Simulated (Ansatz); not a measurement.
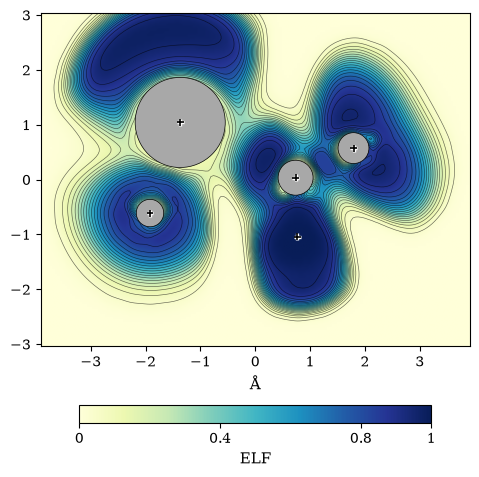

The ELF on a plane through atoms (crosses mark nuclei in the plane; grey discs cover the cores).

Method: Ansatz 0.2.0, isolated molecule in a Gaussian basis; Kohn-Sham density functional theory, functional PBE0.

Candidates:
A. FGeHNO (charge +1)
B. CHClFTe (doublet)
C. ClFOSi₂

> Which candidate gave the map?

Candidate A: FGeHNO on the molecular plane, which holds F, Ge, N, O and H. N–O (1.19 Å): the ELF peaks at about 0.85 between the atoms: localised, covalent bonding. Ge–F (1.74 Å): the ELF peaks at about 0.80 in the valence shell of F, 0.5 Å from its nucleus, and is about 0.25 at the midpoint.
